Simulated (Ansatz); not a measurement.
```xyz
11

Si   -0.5153    0.5205   -0.9533
S     1.9444   -1.9899    0.9002
H     0.9180    0.7737   -1.2696
H    -1.3384    1.3618   -1.8647
H    -0.8044   -0.9069   -1.2656
H     1.0889   -2.4780   -0.0109
C    -0.8859    0.9044    0.8361
H     2.4758   -1.1320    0.0157
H    -1.9378    0.7170    1.0632
H    -0.2740    0.2779    1.4884
H    -0.6712    1.9516    1.0606
```

The product side of a reaction path; geometry: PBE0-D4/def2-TZVP.

These are results of RKS PBE0-D4/def2-TZVPP (Ansatz), not measurements.

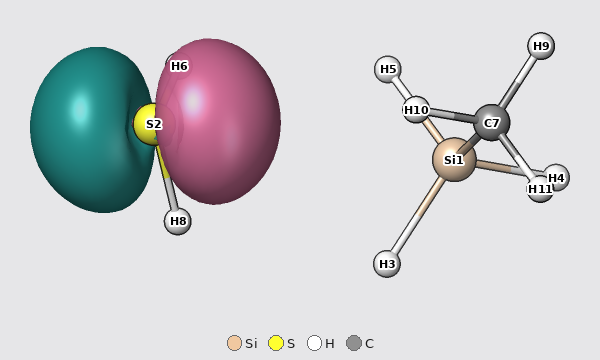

CH6Si···H2S. The HOMO at ±0.2 Å⁻³ᐟ² (teal and pink are the two phases), seen from one side.

Question: Describe this orbital and give its energy.

Answer: It lies mainly on S2 (about 90 %); largely a lone pair of S2. Its energy is −7.57 eV.
